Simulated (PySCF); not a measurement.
**Geometry relaxation, with input and output: CH$_{4}$Si (part 2 of 2)**

Continued. System: CH$_{4}$Si. Method: HF/3-21G, RHF (PySCF 2.14.0). The geometry comes from this level: PBE0-D4/def2-TZVP.

Geometry of the input (Å):
```
C  -0.0935  -0.3660  -0.3703
Si 0.9173  0.2098  1.1223
H  -1.1569  -0.4101  -0.1022
H  0.2150  -1.3356  -0.7630
H  -0.0240  0.3820  -1.1708
H  0.1422  1.5200  1.2840
```

What the program printed, continued:
```
----------------------------------------------
cycle 8: E = -327.325460062  dE = -1.39981e-08  norm(grad) = 3.59738e-05
Step    7 : Displace = 4.347e-04/6.434e-04 (rms/max) Trust = 3.000e-01 (=) Grad = 1.469e-05/2.906e-05 (rms/max) E (change) = -327.3254600622 (-1.400e-08) Quality = 1.451
Hessian Eigenvalues: 2.31962e-03 4.99995e-02 5.00000e-02 ... 3.37528e-01 3.40564e-01 4.17652e-01

Geometry optimization cycle 9
Cartesian coordinates (Angstrom)
 Atom        New coordinates             dX        dY        dZ
   C  -0.111588  -0.367139  -0.390960    0.000010 -0.000015  0.000007
  Si   0.926347   0.224081   1.146698   -0.000391 -0.000276  0.000373
   H  -1.167713  -0.434580  -0.131544    0.000026 -0.000339  0.000066
   H   0.218622  -1.330766  -0.757170    0.000170  0.000122 -0.000213
   H  -0.036734   0.358947  -1.199949   -0.000212  0.000221  0.000220
   H   0.171167   1.549556   1.332925    0.000397  0.000287 -0.000452
converged SCF energy = -327.325460072498
--------------- RHF_Scanner gradients ---------------
         x                y                z
0 C     0.0000031009     0.0000204180     0.0000164254
1 Si    -0.0000004563    -0.0000064437    -0.0000058970
2 H    -0.0000044473    -0.0000030122    -0.0000052357
3 H     0.0000045325    -0.0000072426    -0.0000000475
4 H    -0.0000029456    -0.0000040031    -0.0000075155
5 H     0.0000002157     0.0000002836     0.0000022703
----------------------------------------------
cycle 9: E = -327.325460072  dE = -1.03112e-08  norm(grad) = 3.1441e-05
Step    8 : Displace = 4.403e-04/6.556e-04 (rms/max) Trust = 3.000e-01 (=) Grad = 1.284e-05/2.639e-05 (rms/max) E (change) = -327.3254600725 (-1.031e-08) Quality = 1.377
Hessian Eigenvalues: 2.11047e-03 4.99981e-02 5.00000e-02 ... 3.37600e-01 3.40457e-01 4.13195e-01

Geometry optimization cycle 10
Cartesian coordinates (Angstrom)
 Atom        New coordinates             dX        dY        dZ
   C  -0.111576  -0.367172  -0.390957    0.000012 -0.000033  0.000004
  Si   0.926192   0.223971   1.146861   -0.000155 -0.000109  0.000163
   H  -1.167685  -0.434706  -0.131481    0.000029 -0.000127  0.000064
   H   0.218666  -1.330727  -0.757298    0.000045  0.000039 -0.000129
   H  -0.036799   0.359067  -1.199804   -0.000064  0.000120  0.000145
   H   0.171301   1.549667   1.332679    0.000134  0.000111 -0.000247
converged SCF energy = -327.325460075688
--------------- RHF_Scanner gradients ---------------
         x                y                z
0 C     0.0000018818     0.0000072933     0.0000054611
1 Si    -0.0000009795    -0.0000022732    -0.0000020310
2 H    -0.0000017140    -0.0000011732    -0.0000010405
3 H     0.0000015213    -0.0000029823    -0.0000004715
4 H    -0.0000009625    -0.0000010023    -0.0000023108
5 H     0.0000002529     0.0000001378     0.0000003928
----------------------------------------------
cycle 10: E = -327.325460076  dE = -3.19062e-09  norm(grad) = 1.10066e-05
Step    9 : Displace = 1.979e-04/2.948e-04 (rms/max) Trust = 3.000e-01 (=) Grad = 4.493e-06/9.304e-06 (rms/max) E (change) = -327.3254600757 (-3.191e-09) Quality = 1.208
Hessian Eigenvalues: 2.32263e-03 4.99926e-02 5.00000e-02 ... 3.37602e-01 3.40370e-01 4.04527e-01

Geometry optimization cycle 11
Cartesian coordinates (Angstrom)
 Atom        New coordinates             dX        dY        dZ
   C  -0.111573  -0.367184  -0.390957    0.000003 -0.000013 -0.000000
  Si   0.926199   0.223976   1.146862    0.000007  0.000005  0.000001
   H  -1.167677  -0.434697  -0.131465    0.000008  0.000010  0.000016
   H   0.218653  -1.330733  -0.757315   -0.000013 -0.000006 -0.000016
   H  -0.036786   0.359077  -1.199782    0.000013  0.000010  0.000023
   H   0.171284   1.549661   1.332656   -0.000017 -0.000006 -0.000023
converged SCF energy = -327.325460075929
--------------- RHF_Scanner gradients ---------------
         x                y                z
0 C     0.0000002152     0.0000008206     0.0000008155
1 Si    -0.0000000263    -0.0000001212    -0.0000003822
2 H    -0.0000002309    -0.0000001679    -0.0000000636
3 H     0.0000001414    -0.0000004519    -0.0000001859
4 H    -0.0000000482    -0.0000000186    -0.0000002128
5 H    -0.0000000511    -0.0000000609     0.0000000289
----------------------------------------------
cycle 11: E = -327.325460076  dE = -2.40561e-10  norm(grad) = 1.39484e-06
```

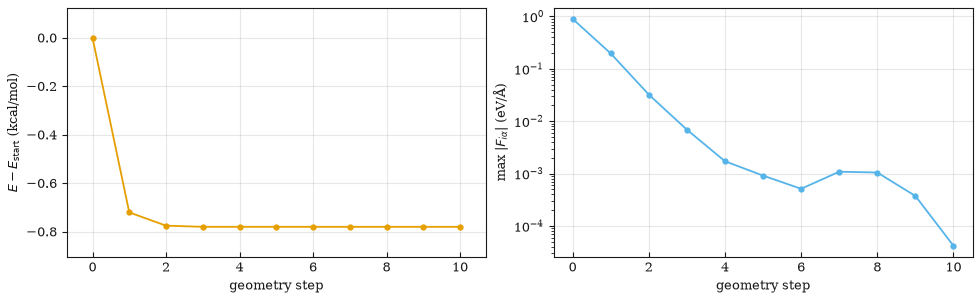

Fig. 1: Progress of the relaxation, step by step (steps are counted from 0).

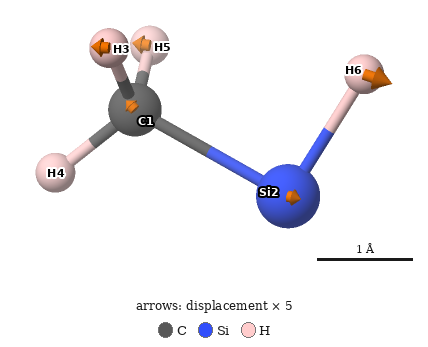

Fig. 2: The starting structure with the displacements as orange arrows, magnified 5 times (ball-and-stick view, seen at a tilt). The two geometries are laid on each other by the best rigid fit. After 10 geometry steps the energy has fallen by 0.78 kcal/mol. Largest force component: 0.9 eV/Å at the start, under 0.0001 eV/Å at the end. The atom that moves furthest after the best rigid fit is H6 (0.064 Å). By element the largest moves are H 0.064 Å, Si 0.030 Å, C 0.027 Å. Distances before and after: C1–Si2 1.892 → 1.947 Å, C1–H4 1.091 → 1.082 Å, C1–H3 1.098 → 1.090 Å, Si2–H6 1.531 → 1.537 Å. (Atoms are counted from 1 in the order of the input.)

```
Step   10 : Displace = 2.152e-05/2.920e-05 (rms/max) Trust = 3.000e-01 (=) Grad = 5.694e-07/1.177e-06 (rms/max) E (change) = -327.3254600759 (-2.406e-10) Quality = 1.107
Hessian Eigenvalues: 2.32263e-03 4.99926e-02 5.00000e-02 ... 3.37602e-01 3.40370e-01 4.04527e-01
Converged! =D

converged: True
C          -0.11157278       -0.36718435       -0.39095662
Si          0.92619930        0.22397634        1.14686223
H          -1.16767665       -0.43469677       -0.13146492
H           0.21865300       -1.33073302       -0.75731466
H          -0.03678622        0.35907705       -1.19978189
H           0.17128389        1.54966078        1.33265586
converged SCF energy = -327.325460075929
total energy: -327.32546008 hartree
```

Trajectory as extended XYZ (Å, eV, eV/Å), 11 frames, from step=0 to step=10:
```
6
Properties=species:S:1:pos:R:3:forces:R:3 step=0 energy=-8906.94569
C    -0.0935   -0.3660   -0.3703   -0.6213  -0.3216  -0.9015
Si    0.9173    0.2098    1.1223    0.5235   0.2201   0.7183
H    -1.1569   -0.4101   -0.1022    0.2177  -0.0694  -0.1092
H     0.2150   -1.3356   -0.7630   -0.1098   0.2827   0.0955
H    -0.0240    0.3820   -1.1708   -0.0140  -0.2295   0.1056
H     0.1422    1.5200    1.2840    0.0039   0.1177   0.0915
6
Properties=species:S:1:pos:R:3:forces:R:3 step=1 energy=-8906.97694
C    -0.1055   -0.3727   -0.3882   -0.1975   0.1371  -0.1143
Si    0.9251    0.2311    1.1468    0.0741  -0.0563   0.0384
H    -1.1645   -0.4346   -0.1359    0.0146  -0.0104   0.0437
H     0.2108   -1.3349   -0.7669    0.0946  -0.0402   0.0710
H    -0.0378    0.3535   -1.1992    0.0413   0.0072   0.0179
H     0.1719    1.5576    1.3433   -0.0271  -0.0373  -0.0567
6
Properties=species:S:1:pos:R:3:forces:R:3 step=2 energy=-8906.97932
C    -0.1100   -0.3669   -0.3890   -0.0273   0.0115  -0.0239
Si    0.9303    0.2245    1.1477   -0.0324   0.0077  -0.0267
H    -1.1671   -0.4322   -0.1316    0.0119   0.0008   0.0191
H     0.2162   -1.3301   -0.7577    0.0186  -0.0284  -0.0015
H    -0.0364    0.3587   -1.1990    0.0154   0.0029   0.0149
H     0.1671    1.5461    1.3296    0.0138   0.0055   0.0180
6
Properties=species:S:1:pos:R:3:forces:R:3 step=3 energy=-8906.97952
C    -0.1114   -0.3673   -0.3909   -0.0007  -0.0014  -0.0036
Si    0.9276    0.2250    1.1455    0.0011  -0.0014   0.0013
H    -1.1676   -0.4332   -0.1311    0.0031  -0.0009  -0.0025
H     0.2178   -1.3315   -0.7571   -0.0021   0.0069   0.0029
H    -0.0357    0.3588   -1.2000   -0.0018  -0.0042   0.0014
H     0.1694    1.5484    1.3335    0.0003   0.0010   0.0005
6
Properties=species:S:1:pos:R:3:forces:R:3 step=4 energy=-8906.97952
C    -0.1115   -0.3672   -0.3910    0.0007   0.0017   0.0005
Si    0.9275    0.2249    1.1456   -0.0003  -0.0008   0.0003
H    -1.1677   -0.4335   -0.1315   -0.0005  -0.0004  -0.0001
H     0.2179   -1.3312   -0.7568    0.0004  -0.0005   0.0000
H    -0.0359    0.3585   -1.2002   -0.0007  -0.0003  -0.0005
H     0.1698    1.5486    1.3338    0.0003   0.0003  -0.0001
6
Properties=species:S:1:pos:R:3:forces:R:3 step=5 energy=-8906.97952
C    -0.1116   -0.3672   -0.3910    0.0007   0.0009   0.0002
Si    0.9274    0.2248    1.1458   -0.0005  -0.0003   0.0001
H    -1.1677   -0.4336   -0.1316   -0.0003  -0.0002   0.0003
H     0.2181   -1.3311   -0.7568    0.0002  -0.0005  -0.0002
H    -0.0361    0.3585   -1.2003   -0.0003   0.0001  -0.0001
H     0.1700    1.5488    1.3339    0.0002   0.0001  -0.0002
6
Properties=species:S:1:pos:R:3:forces:R:3 step=6 energy=-8906.97952
C    -0.1116   -0.3671   -0.3910    0.0004  -0.0002  -0.0005
Si    0.9271    0.2246    1.1460   -0.0004   0.0000   0.0002
H    -1.1677   -0.4339   -0.1316   -0.0001   0.0000   0.0005
H     0.2182   -1.3310   -0.7568   -0.0001  -0.0001  -0.0002
H    -0.0363    0.3585   -1.2003    0.0000   0.0003   0.0003
H     0.1703    1.5490    1.3337    0.0001   0.0000  -0.0003
6
Properties=species:S:1:pos:R:3:forces:R:3 step=7 energy=-8906.97952
C    -0.1116   -0.3671   -0.3910    0.0001  -0.0011  -0.0010
Si    0.9267    0.2244    1.1463   -0.0002   0.0003   0.0004
H    -1.1677   -0.4342   -0.1316    0.0002   0.0001   0.0005
H     0.2185   -1.3309   -0.7570   -0.0003   0.0003  -0.0001
H    -0.0365    0.3587   -1.2002    0.0002   0.0003   0.0005
H     0.1708    1.5493    1.3334    0.0001   0.0000  -0.0002
6
Properties=species:S:1:pos:R:3:forces:R:3 step=8 energy=-8906.97952
C    -0.1116   -0.3671   -0.3910   -0.0002  -0.0010  -0.0008
Si    0.9263    0.2241    1.1467    0.0000   0.0003   0.0003
H    -1.1677   -0.4346   -0.1315    0.0002   0.0002   0.0003
H     0.2186   -1.3308   -0.7572   -0.0002   0.0004   0.0000
H    -0.0367    0.3589   -1.1999    0.0002   0.0002   0.0004
H     0.1712    1.5496    1.3329    0.0000   0.0000  -0.0001
6
Properties=species:S:1:pos:R:3:forces:R:3 step=9 energy=-8906.97952
C    -0.1116   -0.3672   -0.3910   -0.0001  -0.0004  -0.0003
Si    0.9262    0.2240    1.1469    0.0001   0.0001   0.0001
H    -1.1677   -0.4347   -0.1315    0.0001   0.0001   0.0001
H     0.2187   -1.3307   -0.7573   -0.0001   0.0002   0.0000
H    -0.0368    0.3591   -1.1998    0.0000   0.0001   0.0001
H     0.1713    1.5497    1.3327    0.0000   0.0000   0.0000
6
Properties=species:S:1:pos:R:3:forces:R:3 step=10 energy=-8906.97952
C    -0.1116   -0.3672   -0.3910    0.0000   0.0000   0.0000
Si    0.9262    0.2240    1.1469    0.0000   0.0000   0.0000
H    -1.1677   -0.4347   -0.1315    0.0000   0.0000   0.0000
H     0.2187   -1.3307   -0.7573    0.0000   0.0000   0.0000
H    -0.0368    0.3591   -1.1998    0.0000   0.0000   0.0000
H     0.1713    1.5497    1.3327    0.0000   0.0000   0.0000
```

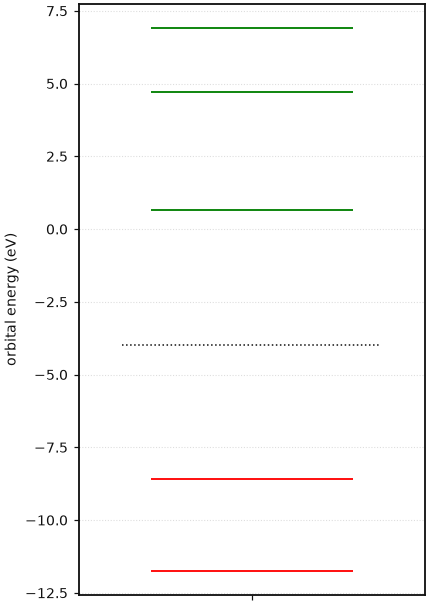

Fig. 3: Orbital energies near the frontier; the dotted line parts filled from empty levels, and levels within 0.02 eV of each other stand side by side. Highest filled −8.58 eV, lowest empty 0.65 eV, 9.23 eV apart.

Key numbers:

```json
{"quantity": "outcome", "value": "converged"}
{"quantity": "total energy", "value": "−327.325460 hartree"}
{"quantity": "basis functions", "value": "30"}
{"quantity": "HOMO", "value": "−8.58 eV"}
{"quantity": "LUMO", "value": "0.65 eV"}
{"quantity": "dipole moment", "value": "1.11 D"}
{"quantity": "wall time", "value": "7.8 s"}
{"quantity": "peak memory", "value": "0.14 GiB"}
```
